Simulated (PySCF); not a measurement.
## Run report: HfH3O3, frequency calculation

- system: HfH3O3, multiplicity 2
- method: UKS-based PBE0, Hf def2-TZVP with ECP60, O def2-TZVP, H def2-TZVP; non-relativistic Hamiltonian with a scalar-relativistic core potential; density fitting (PySCF 2.14.0)

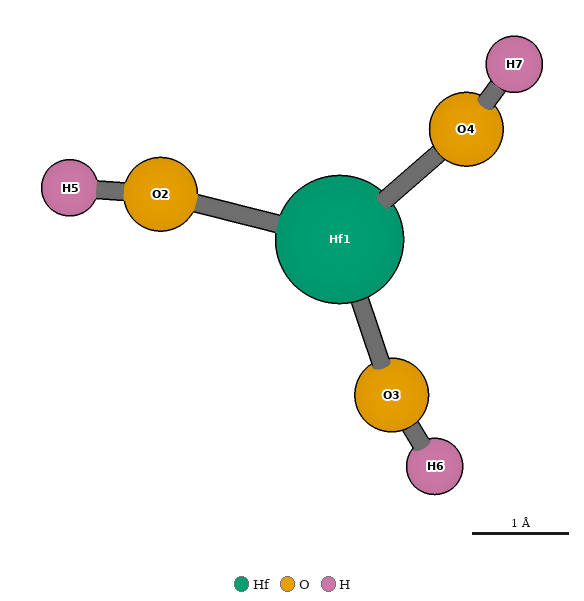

The structure as given in the input (ball-and-stick view, seen at a tilt; atoms are numbered from 1 in the order of the input). Sticks mark near contacts. Bond lengths as drawn: Hf–O 1.93 Å and H–O 0.95 Å.

## Input
```python
from pyscf import gto, scf, dft
mol = gto.M(atom='''
Hf     0.000000    -0.000000     0.000000
O      1.877249    -0.426284    -0.000000
O     -0.569451     1.838887    -0.000000
O     -1.307797    -1.412603     0.000000
H      2.828036    -0.444151    -0.000000
H     -1.029372     2.671226    -0.000000
H     -1.798664    -2.227075     0.000000''',
    basis={'Hf': 'def2-TZVP', 'O': 'def2-TZVP', 'H': 'def2-TZVP'},
    ecp={'Hf': 'def2-TZVP'},
    charge=0, spin=1)
mf = dft.UKS(mol, xc='PBE0')
mf.grids.atom_grid = (75, 302)
aux = {'Hf': 'def2-universal-JKFIT', 'O': 'def2-universal-JKFIT', 'H': 'def2-universal-JKFIT'}
mf = mf.density_fit(auxbasis=aux)
mf.conv_tol = 1e-09
mf.diis_space = 10
mf.max_cycle = 60
mf.verbose = 4
mf.kernel()
```

The script is an equivalent of the set-up of the self-consistent field. The run itself was carried out by a driver, which started from the orbitals of the step before it where there was one and computed the further properties.

Hardware: 4 threads of Arm Neoverse V2, 24 GiB of memory available, shared host.

Launch command:
```bash
OMP_NUM_THREADS=4 python axn.py task.json out
```

## The program's output
```
init E= -275.509781191556
  alpha nocc = 20  HOMO = -0.166988054868661  LUMO = 0.0343954800185905
  beta  nocc = 19  HOMO = -0.324291641413246  LUMO = -0.0474317733406089
  HOMO = -0.166988054869  LUMO = -0.0474317733406  gap/eV = 3.25329
cycle= 1 E= -275.509781191552  delta_E= 3.87e-12  |g|= 4.13e-06  |ddm|= 8.27e-06
  alpha nocc = 20  HOMO = -0.166986429998069  LUMO = 0.0343974032434364
  beta  nocc = 19  HOMO = -0.324291773383476  LUMO = -0.0474304575830722
  HOMO = -0.166986429998  LUMO = -0.0474304575831  gap/eV = 3.25328
Extra cycle  E= -275.509781191543  delta_E= 9.55e-12  |g|= 6.58e-06  |ddm|= 9.45e-06
converged SCF energy = -275.509781191543  <S^2> = 0.75254073  2S+1 = 2.0025391
```

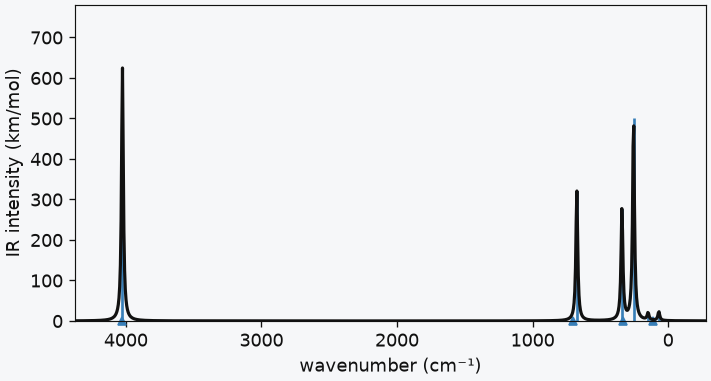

Harmonic infrared spectrum, unscaled: sticks (degenerate modes added up, dark ones marked on the axis) with a Lorentzian envelope of 16 cm⁻¹ full width, scaled to the tallest stick. 15 modes from 69 to 4029 cm⁻¹, none imaginary. The strongest line is at 4025 cm⁻¹ (624 km/mol). All modes, in cm⁻¹ (km/mol): 69 (22), 112 (0.0), 148 (9.1), 148 (9.1), 256 (251), 256 (251), 337 (0.0), 337 (0.0), 341 (276), 674 (161), 674 (161), 699 (0.0), 4025 (312), 4025 (312), 4029 (0.0).

## Summary

| quantity | value |
| --- | --- |
| outcome | converged |
| total energy | −275.509781 hartree |
| ⟨S²⟩ | 0.753 |
| zero-point energy | 0.036745 hartree |
| dipole moment | 0.00 D |
| wavenumbers, lowest and highest | 69 and 4029 cm⁻¹ |
| wall time | 2.1 min (CPU time 6.9 min) |
| peak memory | 2.2 GiB |
